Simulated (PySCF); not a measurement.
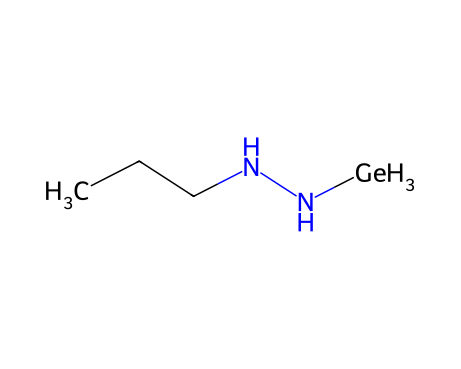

Structural formula above. The geometry was computed by an optimisation with GFN2-xTB. No frequency run is at hand to confirm it as a minimum.

Describe the 3D structure.

Formula C3H12GeN2. As SMILES it reads `CCCN[NH][GeH3]`. The point group is C1. Coordination, clear cases only: 3 C tetrahedral; 1 N trigonal pyramidal; 1 Ge tetrahedral.

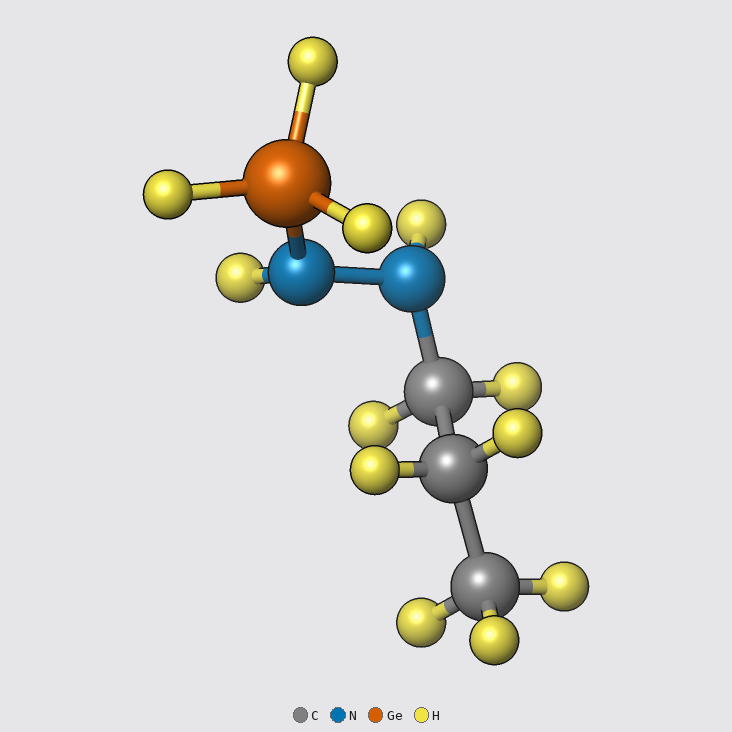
